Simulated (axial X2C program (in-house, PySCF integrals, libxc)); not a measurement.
# RhMg: relativistic diatomic calculation

RhMg, single determinant with Ω = 5/2. The distance is the PBE0 minimum at charge 0. Computed at this level: expectation values, HF and Kohn-Sham, two-component X2C with atomic mean-field Coulomb and Gaunt terms, Rh dyall-cv3z, Mg dyall-cv3z (cores contracted) (axial X2C program (in-house, PySCF integrals, libxc)).

**Summary**

- outcome: converged; the levels of theory disagree widely
- hardware: 1 thread of Arm Neoverse V2, 24 GiB of memory available, shared host
- wall time: 4.8 s
- peak memory: 0.46 GiB

**Input file**
```
{"zs": [45, 12], "q": 0, "bas": ["dyall-cv3z", "dyall-cv3z"], "r0": 2.64, "levels": ["PBE0", "HF", "PBE", "BHandHLYP", "B3LYP"], "nst": 3}
```

The line is the task of a batch: nuclear charges, charge, bases, the levels to run, a first guess of the distance and further settings. This report covers the levels named above. The log is that of the reference distance, started from orbitals converged before.

The run was one of a batch that the task file lists, launched with:
```bash
python <driver script> task.json out
```

**The program's output**
```
two-component X2C + atomic mean field  PBE0
basis functions 234  fitting functions 979  grid points 5081
iter        total energy     max residual
   1      -4981.686398713     2.41e-05
   2      -4981.686398731     1.41e-05
   3      -4981.686398741     1.89e-05
   4      -4981.686398743     1.47e-05
   5      -4981.686398750     6.51e-06
converged
one-electron -7116.40214376  Coulomb 2171.90930265  exact exchange -38.38313078  xc functional -117.70598606  nuclear repulsion 121.33999741  atomic mean-field constant -2.44443821
```

**Expectation values by level of theory**

```csv
quantity,PBE0,HF,PBE,BHandHLYP,B3LYP
effective field for an electron dipole moment (GV/cm),0.566,1.98,0.267,0.385,0.230
field gradient at the first nucleus (a.u.),−2.63,−2.14,−2.51,−2.73,−2.63
field gradient at the second nucleus (a.u.),−0.0939,−0.273,−0.0850,−0.0819,−0.0718
"A∥/gI, first nucleus (MHz)",593,644,623,450,497
"A∥/gI, second nucleus (MHz)",−24.5,−39.0,−24.8,−13.8,−15.7
```

Each column comes from one determinant, in a basis with contracted cores. The levels disagree widely: the effective field runs from 0.230 to 1.98 GV/cm, A∥/gI at the second nucleus runs from −39.0 to −13.8 MHz and the field gradient at the second nucleus runs from −0.273 to −0.0718 a.u. They may not all have settled in the same state, and these values aren't reliable properties of the molecule.

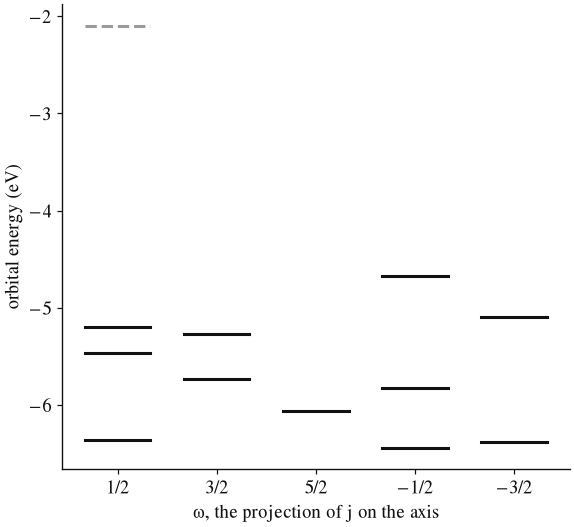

**Figure 1.** Orbital energies (PBE0) near the frontier at 2.35 Å, filled (solid) and empty (dashed). The highest filled spinor (−1/2; 60 % Rh d, 21 % Mg s) lies at −4.67 eV, the lowest empty one (1/2; 49 % Mg p, 22 % Rh s) at −2.10 eV.
